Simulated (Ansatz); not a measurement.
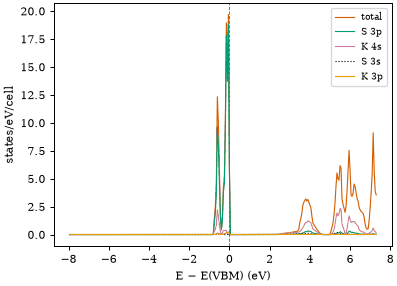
*Total and projected density of states of K$_{2}$S (anti-fluorite, Fm-3m), the program Ansatz at the PBEsol level (PAW)*

### Question
Which orbitals carry the states next to the gap?

### Answer
Top 1 eV of the valence band: S 3p 89 %, K 4s 7 %. Bottom 1 eV of the conduction band: K 4s 68 %, S 3s 15 %, S 3p 10 %. Projections are on Löwdin-orthogonalised atomic valence shells; empty p or d shells of many metals are not among them.

The cell was relaxed with PBEsol under the symmetry of its start.

Potentials: the later of the program's two PAW sets.
